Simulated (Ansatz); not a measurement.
The figure comes from a scan of Ti₄AlN₃ (space group P6_3/mmc): the cell is scaled evenly about its relaxed volume V₀. Level of theory: PBEsol (plane waves to 420 eV, PAW, scalar-relativistic; Ansatz, a first-principles code). k mesh 14×14×2 (Γ-centred), Fermi-Dirac smearing 0.05 eV. Stress and pressure are positive under compression. At this level the bands of Ti4AlN3 touch or barely overlap. Ti4AlN3 is run without spin polarisation. Ti4AlN3 was relaxed with its symmetry unable to fall. 

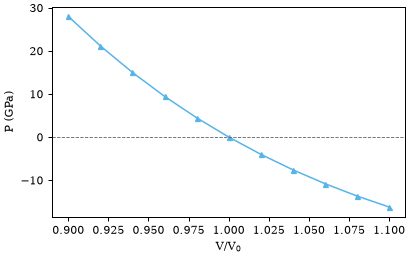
Fig. 1. P (GPa) against V/V₀; markers are the computed points, lines only join them.

Q: Read the plotted values off the figure, to the accuracy that the plot allows.

A: To the nearest 1:

```tsv
V/V₀	P (GPa)
0.900	28
0.920	21
0.940	15
0.960	9
0.980	4
1.000	0
1.020	-4
1.040	-8
1.060	-11
1.080	-14
1.100	-16
```

(Under strain, the slope of the energy per volume gives the stress and its curvature an elastic modulus.)
